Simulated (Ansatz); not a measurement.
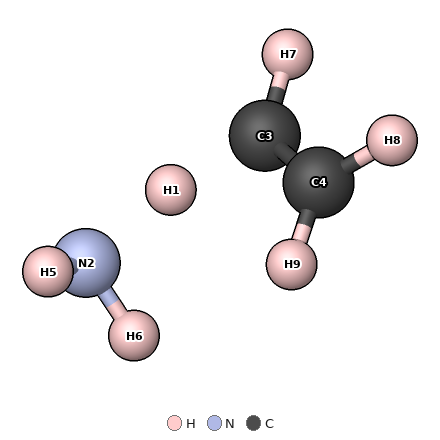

The system is the reacting system C2H6N (fragments H₃N + C₂H₃ where the first distance is long, C₂H₄ + H₂N where the second is long), spin multiplicity 2; the picture shows the reference structure. The first coordinate is: distance H1–C3 (bond that forms); the second: distance H1–N2 (bond that breaks). Relaxed at each point: all other coordinates. The grid has 12 × 12 points. Points are written as (first, second). Energies: kJ/mol, counted from a guessed transition structure relaxed with its forming and breaking bonds held. Energies and slopes of some neighbouring points disagree (a jump in structure or state, or too coarse a mesh). In part of the range the unrestricted reference is strongly spin-contaminated. Theory: UHF/def2-SVP in Ansatz 0.2.0.

Its coordinates:

```yaml
atoms:
  - { symbol: H, position_ang: [-0.8073, -0.3708, -0.2802] }
  - { symbol: N, position_ang: [-1.2622, -1.5491, 0.1671] }
  - { symbol: C, position_ang: [-0.0597, 0.7769, -0.5298] }
  - { symbol: C, position_ang: [1.1002, 1.0000, 0.0874] }
  - { symbol: H, position_ang: [-1.1938, -1.3690, 1.1621] }
  - { symbol: H, position_ang: [-0.4503, -2.1161, -0.0487] }
  - { symbol: H, position_ang: [-0.5216, 1.4340, -1.2573] }
  - { symbol: H, position_ang: [1.6844, 1.8943, -0.1072] }
  - { symbol: H, position_ang: [1.5103, 0.3000, 0.8067] }
```

Range: distance H1–C3 (bond that forms) from 0.963 to 2.463 Å; distance H1–N2 (bond that breaks) from 0.918 to 2.418 Å.

What will the energy surface look like?

The lowest grid point is at (1.038 Å, 2.418 Å), −135 kJ/mol from a guessed transition structure relaxed with its forming and breaking bonds held. It lies in a valley that leaves the map towards separated partners. The energy also falls towards the edge at (2.463 Å, 0.993 Å) (30 kJ/mol above the lowest), where a further well may lie outside the range. The highest grid point, (0.963 Å, 0.918 Å), lies 569 kJ/mol above the lowest.

| second ↓, first → | 0.963 | 1.038 | 1.141 | 1.259 | 1.387 | 1.523 | 1.666 | 1.816 | 1.970 | 2.130 | 2.295 | 2.463 |
| --- | --- | --- | --- | --- | --- | --- | --- | --- | --- | --- | --- | --- |
| 2.418 | −105 | −135 | −134 | −99 | −39 | 33 | 108 | 164 | 199 | 219 | 220 | 226 |
| 2.250 | −101 | −131 | −131 | −96 | −38 | 34 | 109 | 167 | 202 | 223 | 218 | 224 |
| 2.085 | −94 | −125 | −125 | −92 | −34 | 37 | 111 | 170 | 207 | 202 | 213 | 220 |
| 1.925 | −83 | −115 | −116 | −83 | −27 | 40 | 103 | 148 | 177 | 195 | 205 | 211 |
| 1.771 | −66 | −100 | −103 | −73 | −20 | 42 | 98 | 139 | 164 | 180 | 190 | 195 |
| 1.621 | −41 | −77 | −84 | −59 | −12 | 42 | 88 | 121 | 141 | 154 | 161 | 166 |
| 1.478 | −3 | −44 | −58 | −41 | −4 | 36 | 68 | 88 | 100 | 107 | 110 | 112 |
| 1.342 | 51 | 2 | −24 | −20 | −1 | 19 | 32 | 37 | 38 | 37 | 36 | 35 |
| 1.214 | 122 | 60 | 18 | 0 | −5 | −9 | −15 | −22 | −28 | −32 | −36 | −38 |
| 1.096 | 212 | 134 | 67 | 23 | −8 | −32 | −51 | −65 | −75 | −82 | −87 | −90 |
| 0.993 | 322 | 223 | 131 | 62 | 10 | −28 | −55 | −75 | −88 | −96 | −102 | −105 |
| 0.918 | 434 | 319 | 206 | 119 | 54 | 7 | −27 | −49 | −64 | −74 | −80 | −84 |

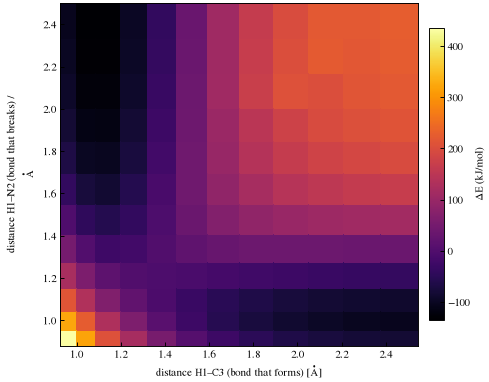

In the figure: one coloured cell a grid point.

Each point was launched as `ansatz run input.yaml --threads 1 --pin off --max-ram 2560MiB --backend cpu --events-out ev --progress --plain --runs-dir out`. Time for the 144 points that were run: 23 min on 1 thread of Arm Neoverse V2, on a shared host.
